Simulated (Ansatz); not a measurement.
# Calculations on SiPH7

## 1. Relaxation

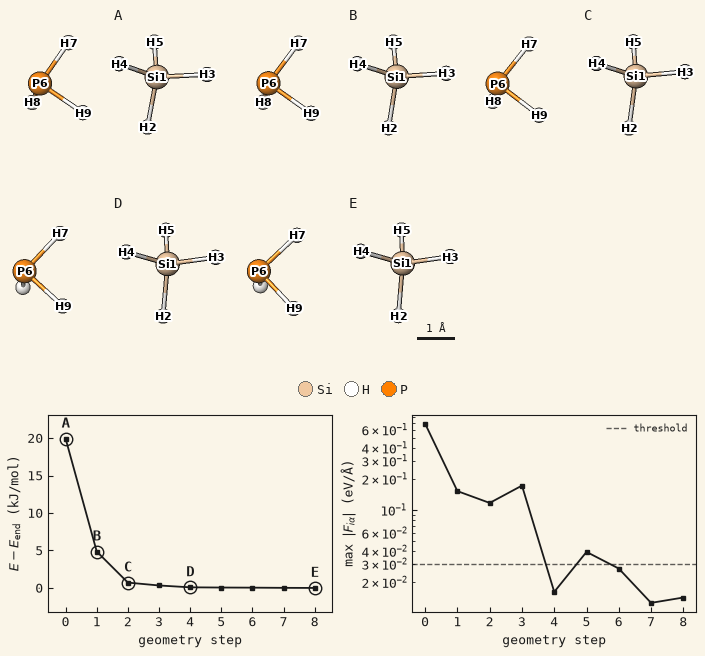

Frames of a relaxation of SiPH7, marked on the history of the run. The picture is a ball-and-stick view, seen at a tilt.

The run prepares an end point of a later path (reaction) calculation, from a guessed geometry.

All numbers below come from Ansatz, RKS PBE-D4/cc-pVDZ.

The input:
```yaml
crystal:
  periodic: [false, false, false]
  atoms:
    - { symbol: Si, position_ang: [0.267442, -0.014854, -0.069108] }
    - { symbol: H, position_ang: [0.389941, 0.000512, 1.401634] }
    - { symbol: H, position_ang: [1.640198, 0.011339, -0.697964] }
    - { symbol: H, position_ang: [-0.51002, 1.192022, -0.520109] }
    - { symbol: H, position_ang: [-0.443487, -1.271571, -0.48819] }
    - { symbol: P, position_ang: [-2.838621, 0.209907, 1.286334] }
    - { symbol: H, position_ang: [-2.669667, -0.813495, 0.272987] }
    - { symbol: H, position_ang: [-3.201768, -0.762309, 2.293799] }
    - { symbol: H, position_ang: [-1.458418, 0.136348, 1.653918] }
basis:
  gaussian: { orbitals: cc-pVDZ }
hamiltonian:
  xc: pbe
  dispersion: d4
relax:
  f_tol: 0.03
  max_steps: 50
```

Command:
```bash
ansatz run input.yaml --threads 1 --pin off --max-ram 2048MiB --backend cpu --events-out ev --progress --plain --runs-dir out
```

**Describe the path.**

The largest move after the best rigid fit is that of H9, 0.70 Å. By element the largest moves are H 0.70 Å, P 0.49 Å, Si 0.31 Å. Among the contacts that change: Si1–H2 1.476 → 1.507 Å, P6–H9 1.430 → 1.447 Å. Over 8 geometry steps the energy falls by 19.9 kJ/mol. Largest force component: 0.69 eV/Å at the start, 0.014 eV/Å at the end. Cost: 15 s on 1 thread of Arm Neoverse V1 (shared host), peak memory 0.11 GiB. From step 0 to 1: P and H atoms move most (0.19 Å), energy −15.1 kJ/mol. From step 1 to 2: H9 moves most (0.20 Å), energy −4.14 kJ/mol. From step 2 to 4: H9 moves most (0.20 Å), energy −0.63 kJ/mol. From step 4 to 8: H9 moves most (0.13 Å), energy −0.08 kJ/mol.

| step | E − E(0), kJ/mol | largest force component, eV/Å |
| --- | --- | --- |
| 0 | 0.00 | 0.6863 |
| 1 | -15.07 | 0.1525 |
| 2 | -19.21 | 0.1172 |
| 3 | -19.60 | 0.1725 |
| 4 | -19.84 | 0.0161 |
| 5 | -19.87 | 0.0393 |
| 6 | -19.89 | 0.0271 |
| 7 | -19.91 | 0.0126 |
| 8 | -19.93 | 0.0142 |

## 2. Relaxation

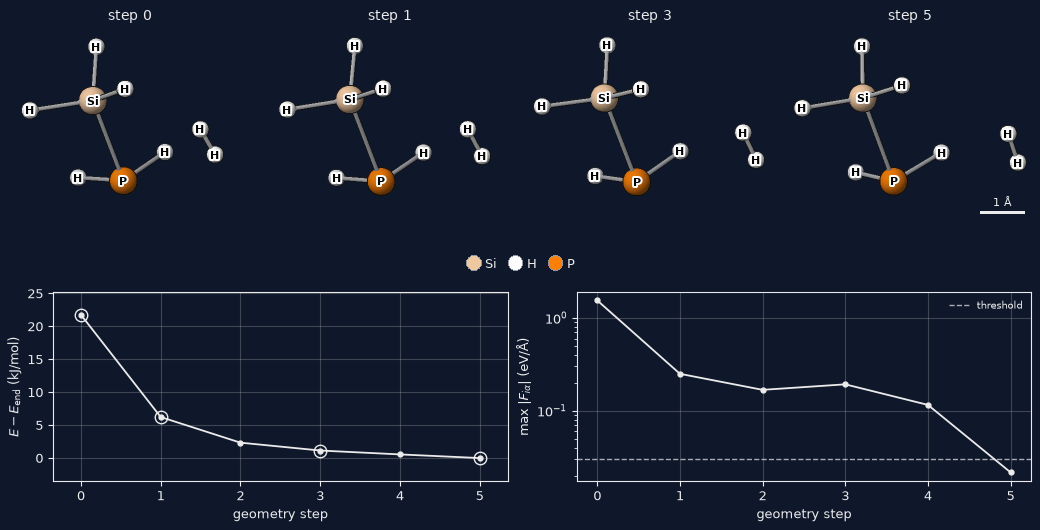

Frames of a relaxation of SiPH7, marked on the history of the run. The picture is a ball-and-stick view, seen from a free direction.

The run prepares an end point of a later path (reaction) calculation, from a guessed geometry.

Level of theory: RKS PBE-D4/cc-pVDZ (Ansatz).

Input
```yaml
crystal:
  periodic: [false, false, false]
  atoms:
    - { symbol: Si, position_ang: [-0.54952, -0.036967, -0.341151] }
    - { symbol: H, position_ang: [0.152328, -0.028179, 2.236248] }
    - { symbol: H, position_ang: [0.739359, 0.409877, 0.312848] }
    - { symbol: H, position_ang: [-0.79872, 0.881539, -1.522207] }
    - { symbol: H, position_ang: [-0.339242, -1.444981, -0.869512] }
    - { symbol: P, position_ang: [-2.275629, 0.19276, 1.022783] }
    - { symbol: H, position_ang: [-3.214053, -0.169674, -0.022303] }
    - { symbol: H, position_ang: [-2.215497, -1.154963, 1.540222] }
    - { symbol: H, position_ang: [-0.323426, 0.038488, 2.776373] }
basis:
  gaussian: { orbitals: cc-pVDZ }
hamiltonian:
  xc: pbe
  dispersion: d4
relax:
  f_tol: 0.03
  max_steps: 50
```

Run as
```bash
ansatz run input.yaml --threads 1 --pin off --max-ram 2048MiB --backend cpu --events-out ev --progress --plain --runs-dir out
```

**Describe the path.**

The atom that moves furthest after the best rigid fit is H2 (0.72 Å). By element the largest moves are H 0.72 Å, Si 0.25 Å, P 0.25 Å. Near-neighbour distances that change, for instance: Si1–P6 2.212 → 2.289 Å, H2–H9 0.723 → 0.769 Å, Si1–H4 1.517 → 1.509 Å, Si1–H3 1.513 → 1.508 Å. Bond angles that change, for instance: H3–Si1–P6 111.6° → 108.4°, Si1–P6–H8 95.2° → 92.8°. Over 5 geometry steps the energy falls by 21.8 kJ/mol. Largest force component: 1.5 eV/Å at the start, 0.022 eV/Å at the end. From step 0 to 1: H2 moves most (0.19 Å), energy −15.5 kJ/mol. From step 1 to 3: H2 moves most (0.39 Å), energy −5.09 kJ/mol. From step 3 to 5: H atoms move most (0.14 Å), energy −1.14 kJ/mol.

```csv
step,"E − E(0), kJ/mol","largest force component, eV/Å"
0,0.00,1.5420
1,-15.53,0.2501
2,-19.42,0.1681
3,-20.62,0.1928
4,-21.21,0.1157
5,-21.76,0.0217
```

## 3. Path

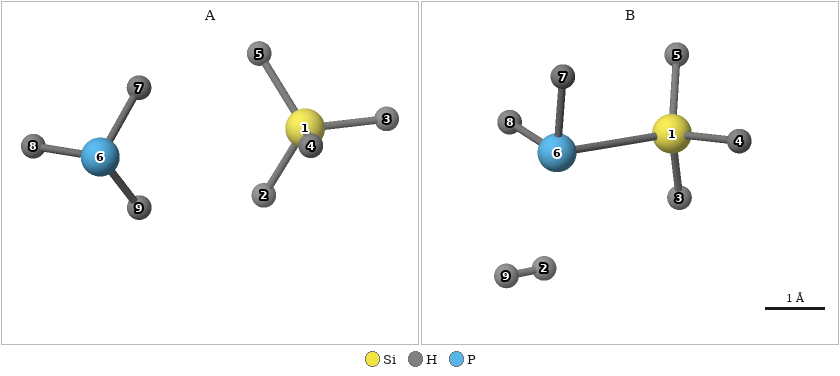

The two relaxed end points of a path for SiPH7, made up at the start of SiH$_{4}$ and PH3. A ball-and-stick model, seen at a tilt.

These are results of RKS PBE-D4/cc-pVDZ (Ansatz 0.2.0), not measurements.

Set-up: 5 movable images; climbing image; force threshold 0.05 eV/Å; iteration limit 60.

Start:
```xyz
9

Si    0.5385   -0.0630   -0.2095
H     0.8159   -0.0510    1.2718
H     1.8360    0.0699   -0.9647
H    -0.3678    1.0892   -0.5595
H    -0.1309   -1.3603   -0.5834
P    -3.2956    0.1784    1.4616
H    -2.7545   -0.6338    0.3932
H    -3.4856   -0.9742    2.3153
H    -1.9806    0.4327    2.0085
```

End:
```xyz
9

Si   -0.5521   -0.1670   -0.5616
H     0.3167    0.2936    2.9325
H     0.6538    0.2343    0.2504
H    -0.6194    0.7077   -1.7894
H    -0.3984   -1.6063   -0.9901
P    -2.4293    0.2214    0.6889
H    -3.2682   -0.4979   -0.2458
H    -2.2132   -0.9514    1.5059
H    -0.3144    0.4534    3.3424
```

Q: What barrier does the band find between them, and by what path?

A: The two ends have nearly the same energy, and the highest point, image 3, lies 2.57 eV above the start. Breaking: P6–H9 (1.45 → 1.87 at the top → 3.40 Å), Si1–H2 (1.51 → 1.76 at the top → 3.63 Å). Forming: H2–H9 (2.93 → 1.07 at the top → 0.77 Å), Si1–P6 (4.19 → 2.67 at the top → 2.29 Å). The band is converged. At the top, the vibrational analysis gives one imaginary mode (1447i cm⁻¹), as a transition state must have.

Energies of the converged images:

```csv
image,path (Å),E (eV)
0,0.00,0.000
1,2.00,0.000
2,4.00,0.052
3,5.99,2.567
4,8.43,0.012
5,10.87,-0.008
6,13.31,-0.011
```

The geometry at the top of the path:

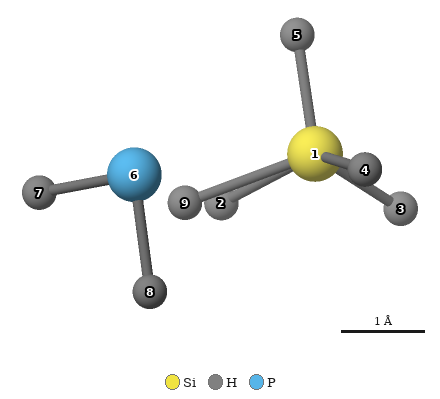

Limits of the set-up: the start holds two separate molecules, 2.9 Å apart at their closest, whose relative position is a soft coordinate.
